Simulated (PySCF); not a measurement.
**ZrO₂: singlet, from a bent start**

Aim: relax ZrO₂ as a singlet from a bent start, check by its vibrations whether the end is a minimum, and collect its spectrum and constants.

The runs use PySCF 2.14.0; PBE0, basis Zr def2-TZVP with ECP28, O def2-TZVP, scalar-relativistic core potentials, no spin–orbit coupling, density fitting.

**1. The system as given**

3 atoms, charge 0, spin multiplicity 1.

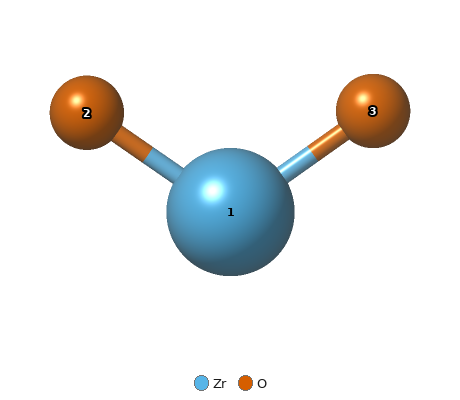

As it starts; zirconium blue, oxygen orange; atoms are numbered from 1 in the order of the file.

```xyz
3
charge 0 multiplicity 1
Zr    0.0000    0.0000    0.0000
O     1.5072    0.0000    1.0554
O    -1.5072    0.0000    1.0554
```

**2. First SCF at the start**

One driver script runs all steps and calls PySCF; scf.py shows how it sets up the SCF of each step. The optimiser is the driver's own. After this first run the driver tries any further starts and a stability analysis.

scf.py reads:

```python
from pyscf import gto, scf, dft
mol = gto.M(atom='''
Zr     0.000000     0.000000     0.000000
O      1.507200     0.000000     1.055400
O     -1.507200     0.000000     1.055400''',
    basis={'Zr': 'def2-TZVP', 'O': 'def2-TZVP'},
    ecp={'Zr': 'def2-TZVP'},
    charge=0, spin=0)
mf = dft.RKS(mol, xc='PBE0')
mf.grids.atom_grid = (50, 194)
aux = {'Zr': 'def2-universal-JKFIT', 'O': 'def2-universal-JKFIT'}
mf = mf.density_fit(auxbasis=aux)
mf.conv_tol = 1e-08
mf.diis_space = 10
mf.max_cycle = 60
mf.init_guess = 'minao'
mf.verbose = 4
mf.kernel()
```

The run is started by

```sh
> OMP_NUM_THREADS=2 python axn.py task.json out
```

The log of the run:

```text
init E= -191.805064594532
  HOMO = -0.626506177300044  LUMO = -0.434371824311609  gap/eV = 5.22824
cycle= 1 E= -197.143456726992  delta_E= -5.34  |g|= 1.16  |ddm|= 4.61
  HOMO = -0.0881794588461524  LUMO = -0.0437557819069423  gap/eV = 1.20883
cycle= 2 E= -192.819103723525  delta_E= 4.32  |g|= 4.28  |ddm|= 2.96
  HOMO = -0.226036844903433  LUMO = -0.069583981650073  gap/eV = 4.25730
cycle= 3 E= -197.312780002224  delta_E= -4.49  |g|= 0.641  |ddm|= 2.72
  HOMO = -0.256185333965337  LUMO = -0.134204847298143  gap/eV = 3.31926
cycle= 4 E= -197.417918598274  delta_E= -0.105  |g|= 0.234  |ddm|= 0.638
  HOMO = -0.244023864464722  LUMO = -0.12023925160856  gap/eV = 3.36835
cycle= 5 E= -197.427871746046  delta_E= -0.00995  |g|= 0.0757  |ddm|= 0.144
  HOMO = -0.246272373284352  LUMO = -0.116201086581665  gap/eV = 3.53942
cycle= 6 E= -197.428948085207  delta_E= -0.00108  |g|= 0.0329  |ddm|= 0.0318
  HOMO = -0.249333640425913  LUMO = -0.116137197887369  gap/eV = 3.62446
cycle= 7 E= -197.429163027005  delta_E= -0.000215  |g|= 0.00382  |ddm|= 0.0142
  HOMO = -0.249682737947488  LUMO = -0.116197161846099  gap/eV = 3.63233
cycle= 8 E= -197.42916600783  delta_E= -2.98e-06  |g|= 0.000107  |ddm|= 0.00203
  HOMO = -0.249683474890304  LUMO = -0.116197344917687  gap/eV = 3.63234
cycle= 9 E= -197.429166011728  delta_E= -3.9e-09  |g|= 5.87e-05  |ddm|= 0.000149
  HOMO = -0.249670402860545  LUMO = -0.116202351506093  gap/eV = 3.63185
Extra cycle  E= -197.429166005115  delta_E= 6.61e-09  |g|= 0.000195  |ddm|= 0.000124
converged SCF energy = -197.429166005115
```

This step, with its further starts and checks, ran for 6.7 s (2 threads of Arm Neoverse V1, shared host).

The starts that the driver tried:

```tsv
start	energy (Eh)
the minimal-basis guess	-197.429166
a thermally smeared density	-197.429166
a smeared PBE density	-197.429166
```

The test of internal stability and the other starts found no lower closed-shell solution.

**3. Relaxation: bent start, singlet**

The program finds C2v symmetry in the start, which this walk keeps. The walk stops when the largest gradient is under 0.0003 Eh/bohr and the energy has settled too.

scf.py, as its differences from that of step 2:

```diff
@@ -3,3 +3,3 @@
-Zr     0.000000     0.000000     0.000000
-O      1.507200     0.000000     1.055400
-O     -1.507200     0.000000     1.055400''',
+Zr     0.000000     0.000000    -0.276978
+O      1.507200     0.000000     0.778422
+O     -1.507200     0.000000     0.778422''',
@@ -16 +15,0 @@
-mf.init_guess = 'minao'
```

Energy and gradient, step by step:

```tsv
step	energy (Eh)	change (kJ/mol)	largest symmetric gradient (Eh/bohr)
0	-197.429166	0.00	0.06873
1	-197.438086	-23.42	0.01365
2	-197.438548	-24.63	0.00126
3	-197.438557	-24.65	0.00012
4	-197.438557	-24.65	0.00001
```

The walk took 8.4 s.

Geometry (Å) and forces (eV/Å) at some steps:

```
step 0
Zr   0.000   0.000  -0.277   0.000   0.000   3.534
O    1.507   0.000   0.778  -2.507   0.000  -1.767
O   -1.507   0.000   0.778   2.507   0.000  -1.767
step 1
Zr   0.000   0.000  -0.236   0.000   0.000  -0.702
O    1.450   0.000   0.758   0.089   0.000   0.351
O   -1.450   0.000   0.758  -0.089   0.000   0.351
step 2
Zr   0.000   0.000  -0.262   0.000   0.000   0.038
O    1.428   0.000   0.771  -0.065   0.000  -0.019
O   -1.428   0.000   0.771   0.065   0.000  -0.019
step 3
Zr   0.000   0.000  -0.265   0.000   0.000  -0.004
O    1.423   0.000   0.772   0.006   0.000   0.002
O   -1.423   0.000   0.772  -0.006   0.000   0.002
step 4
Zr   0.000   0.000  -0.265   0.000   0.000   0.000
O    1.424   0.000   0.772   0.000   0.000   0.000
O   -1.424   0.000   0.772   0.000   0.000   0.000
```

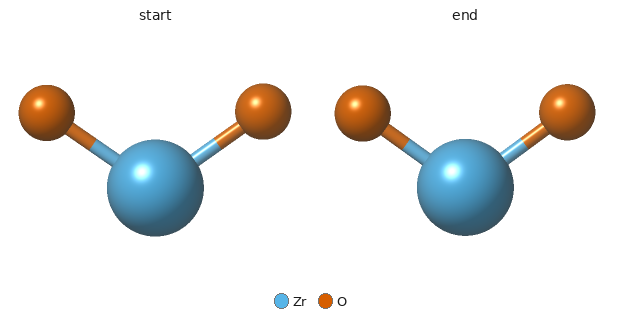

Start and end of the relaxation.

It settles in C2v symmetry, 24.7 kJ/mol below the start, after 4 steps: Zr–O 1.761 Å (×2); O–Zr–O 107.9°.

**4. Is it a minimum? Harmonic modes**

The point is checked on the finer grid, and tightened if its gradient asks for it. The Hessian and the dipole derivatives come from central differences of analytic gradients, with steps of 0.02 bohr.

scf.py, as its differences from that of step 3:

```diff
@@ -3,3 +3,3 @@
-Zr     0.000000     0.000000    -0.276978
-O      1.507200     0.000000     0.778422
-O     -1.507200     0.000000     0.778422''',
+Zr     0.000000     0.000000    -0.271188
+O      1.425078     0.000000     0.764328
+O     -1.425078     0.000000     0.764328''',
@@ -10 +10 @@
-mf.grids.atom_grid = (50, 194)
+mf.grids.atom_grid = (75, 302)
@@ -13 +13 @@
-mf.conv_tol = 1e-08
+mf.conv_tol = 1e-10
```

This SCF starts from the last density.

Log of the central SCF (cycles and frontier levels):

```text
init E= -197.438674205192
  HOMO = -0.248363754497404  LUMO = -0.106577358820346  gap/eV = 3.85820
cycle= 1 E= -197.438674205192  delta_E= -1.14e-13  |g|= 2.33e-06  |ddm|= 1.58e-06
  HOMO = -0.248363145065159  LUMO = -0.106577519827123  gap/eV = 3.85818
Extra cycle  E= -197.438674205182  delta_E= 9.49e-12  |g|= 7.2e-06  |ddm|= 4.28e-06
converged SCF energy = -197.438674205182
```

The whole step took 27 s.

Geometry: C2v; Zr–O 1.762 Å (×2); O–Zr–O 108.0°.

Modes, for the most abundant isotopes:

| symmetry | ω (cm⁻¹) | IR (km/mol) | μ (u) |
| --- | --- | --- | --- |
| a1 | 312 | 10.3 | 17.98 |
| b2 | 890 | 377 | 18.94 |
| a1 | 962 | 58.9 | 17.88 |

All wavenumbers are real: a minimum.

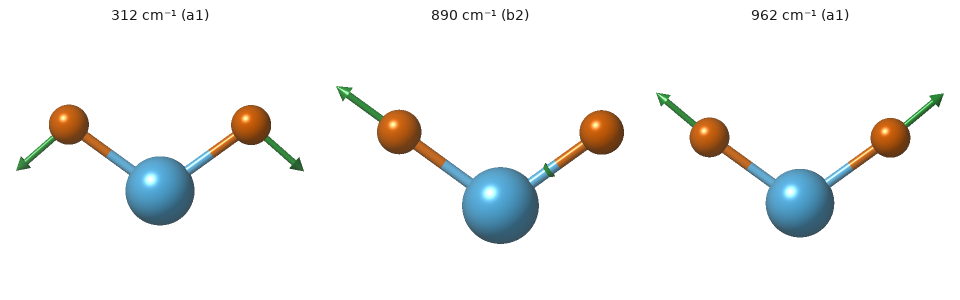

Displacements of 3 of the modes, as arrows (one member where a mode is degenerate).

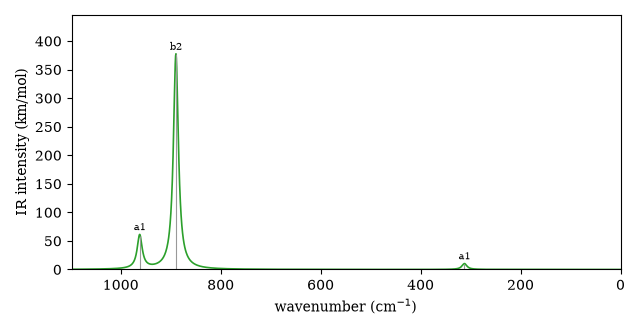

The harmonic infrared spectrum (widths in cm⁻¹). Lines are broadened to a width of 12 cm⁻¹ (Lorentzian).

Properties at this point:

* Dipole moment: 7.92 D
* Highest occupied level: -6.76 eV
* Lowest empty level: -2.90 eV
* Rotational constants: 0.6663, 0.2595, 0.1868 cm⁻¹
* Zero-point energy: 12.9 kJ/mol
* Principal polarisabilities: 22.5, 34.5, 51.7 bohr³
* Atomisation energy without zero-point energy: 1364 kJ/mol
* Principal traceless quadrupole moments about the centre of mass: -14.98, 4.19, 10.80 D Å
* Entropy at 298.15 K and 1 bar: 267.7 J/(mol K)
* Heat capacity Cp at 298.15 K: 44.1 J/(mol K)
* Enthalpy at 298.15 K above 0 K: 11.24 kJ/mol
* Rotational symmetry number: 2

Charges (e) and bond orders:

```tsv
atom	Mulliken	Löwdin	polar tensor	Mayer order to Zr1
Zr1	1.25	0.75	1.93	–
O2,3	-0.63	-0.37	-0.97	2.03
```

Outer orbital energies (eV). occupied: -22.92, -22.49, -9.02, -8.65, -8.46, -8.00, -7.56, -6.76; empty: -2.90, -1.51, -1.29, 0.18.

Mulliken populations on Zr1 (outside its core potential): s 2.08, p 6.13, d 2.42, f 0.11.

**5. Stability of the closed shell**

At the lowest minimum the closed shell is tested against spin polarisation, on the (50, 194) grid. It is stable.

**6. What came out**

| quantity | value |
| --- | --- |
| minimum | singlet, C2v |
| geometry | Zr–O 1.762 Å (×2); O–Zr–O 108.0° |
| wavenumbers (cm⁻¹) | 312 (a1), 890 (b2), 962 (a1) |
| dipole moment | 7.92 D |
| highest occupied, lowest empty level | -6.76, -2.90 eV |
| polar-tensor charge of Zr1 | +1.93 e |
| zero-point energy | 12.9 kJ/mol |
| entropy at 298.15 K | 267.7 J/(mol K) |
| atomisation energy (no zero-point energy) | 1364 kJ/mol |

What this shows: The molecule stays C2v, as typed, and the end point is a minimum. The strongest infrared band lies at 890 cm⁻¹ (b2, stretch). With 7.9 D the molecule is strongly polar. Other starts or spin states, not run here, may lie lower.

The search up to here ran for 45 s (2 threads of Arm Neoverse V1, shared host).
